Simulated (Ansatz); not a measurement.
# SiH2ClO (SMILES O[SiH]Cl): UMP2/def2-TZVP

Aim: the vertical doublet–quartet gap of SiH2ClO at UMP2/def2-TZVP, from 2 runs. 

Program for the calculation: Ansatz 0.2.0.

33 further runs of the same task are left out: 33 set aside as unsound or not needed. Runs told in other sessions of the task aren't counted.

### Step 1. The molecule

SiH2ClO: 5 atoms, total charge 0, spin state doublet. SMILES: `O[SiH]Cl`. The shape is that of a PBE0-D4/def2-TZVP optimisation. This is one conformer, not always the lowest.

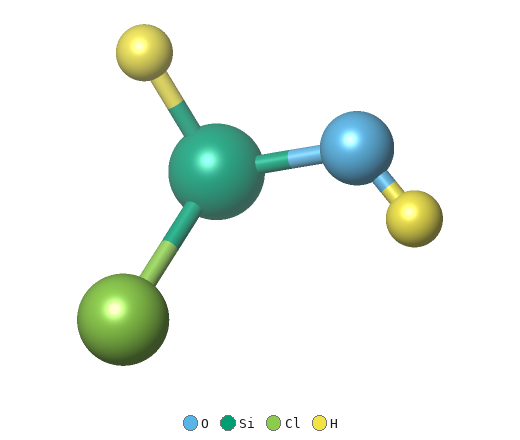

The structure, seen from a chosen angle (oxygen blue, silicon teal, chlorine green, hydrogen yellow).

### Step 2. A single-point energy at UMP2/def2-TZVP

File job.yaml:

```yaml
crystal:
  periodic: [false, false, false]
  atoms:
    - {symbol: O, position_ang: [-0.806100, -0.432000, -0.746500]}
    - {symbol: Si, position_ang: [-0.092300, 0.479800, 0.414000]}
    - {symbol: Cl, position_ang: [1.606600, -0.440800, 1.143600]}
    - {symbol: H, position_ang: [-1.024100, -1.343200, -0.540000]}
    - {symbol: H, position_ang: [0.316000, 1.736300, -0.271100]}
basis:
  gaussian: {orbitals: def2-TZVP}
magnetization: {spin_polarized: true, initial_magnetization: 1}
correlation: {method: mp2, frozen_orbitals: {Cl: 5, H: 0, O: 1, Si: 5}}
accuracy: high
```

Run with:

```
ansatz run job.yaml --threads 1 --pin off --max-ram 2610MiB --events-out events.jsonl --progress --plain --runs-dir runs
```

The program printed:

```text
Warning: RAYON_NUM_THREADS=1 ignored (pool sized by the plan → 1); use --threads N
Functional definition: HF
  name "HF"
  exchange = exact_x
  correlation = 0
1953 factors; integrals over basis functions are off by at most 3.7e-9 eV
mean field evaluation 1: about -22435.1438 eV, gradient 2.5e1 eV
mean field evaluation 2: about -22435.1570 eV, gradient 2.5e1 eV
mean field evaluation 4: about -22437.8635 eV, gradient 2.4e0 eV
mean field evaluation 8: about -22437.9517 eV, gradient 1.7e-1 eV
mean field evaluation 16: about -22437.9524 eV, gradient 1.9e-8 eV
mean field -22437.95243597 eV, -824.5795430315 hartree, gradient 1.9e-8 eV, S^2 0.754889; 0 other end points of the search recorded, 0 dependent functions left out
11 core orbitals not correlated: weight in the atoms' cores, before any rotation towards them, 1.000 or more for the frozen orbitals, at most 0.000 for the correlated occupied ones
reference -22437.95243597 eV, -824.5795430315 hartree; 10, 9 occupied and 96, 97 virtual orbitals, 1953 factors
second order -14.08838590 eV of doubles, -0.00000000 eV of singles
Total energy: -22452.04082187 eV, -825.0972816638 hartree
```

It took 6 s on 1 thread of Arm Neoverse V1, shared host; peak memory 0.38 GiB.

### Step 3. The quartet

File input.yaml:

```yaml
crystal:
  periodic: [false, false, false]
  atoms:
    - {symbol: O, position_ang: [-0.806100, -0.432000, -0.746500]}
    - {symbol: Si, position_ang: [-0.092300, 0.479800, 0.414000]}
    - {symbol: Cl, position_ang: [1.606600, -0.440800, 1.143600]}
    - {symbol: H, position_ang: [-1.024100, -1.343200, -0.540000]}
    - {symbol: H, position_ang: [0.316000, 1.736300, -0.271100]}
basis:
  gaussian:
    orbitals: def2-TZVP
correlation:
  method: mp2
  frozen_orbitals: {Cl: 5, H: 0, O: 1, Si: 5}
accuracy: high
magnetization:
  spin_polarized: true
  initial_magnetization: 3
```

Run with:

```
ansatz run input.yaml --threads 1 --pin off --max-ram 2610MiB --events-out events.jsonl --progress --plain --runs-dir runs
```

The program printed, cut to the lines that bear on the results:

```text
Warning: RAYON_NUM_THREADS=1 ignored (pool sized by the plan → 1); use --threads N
[... 2 set-up lines as earlier in the session ...]
[...]
1953 factors; integrals over basis functions are off by at most 3.7e-9 eV
[...]
mean field -22430.52628721 eV, -824.3066370982 hartree, gradient 4.4e-8 eV, S^2 3.760130; 19 other end points of the search recorded, 0 dependent functions left out
11 core orbitals not correlated: weight in the atoms' cores, before any rotation towards them, 1.000 or more for the frozen orbitals, at most 0.000 for the correlated occupied ones
reference -22430.52628721 eV, -824.3066370982 hartree; 11, 8 occupied and 95, 98 virtual orbitals, 1953 factors
second order -12.77426023 eV of doubles, -0.00000000 eV of singles
Total energy: -22443.30054744 eV, -824.7760825030 hartree
```

Wall time 39 s (1 thread of Arm Neoverse V1, shared host); peak memory 0.39 GiB.

### Step 4. Results

At UMP2/def2-TZVP, 11 core orbitals frozen:

| quantity | value |
| --- | --- |
| doublet: total energy | -825.09728 Eh |
| doublet: correlation energy (11 core orbitals frozen) | -517.7 mEh |
| doublet: ⟨S²⟩ of the reference determinant | 0.755 |
| quartet: total energy | -824.77608 Eh |
| quartet: correlation energy (11 core orbitals frozen) | -469.4 mEh |
| quartet: ⟨S²⟩ of the reference determinant | 3.760 |
| vertical energy of the quartet above the doublet | 8.740 eV |

In words: At this shape the quartet lies 8.74 eV (202 kcal/mol) above the doublet.
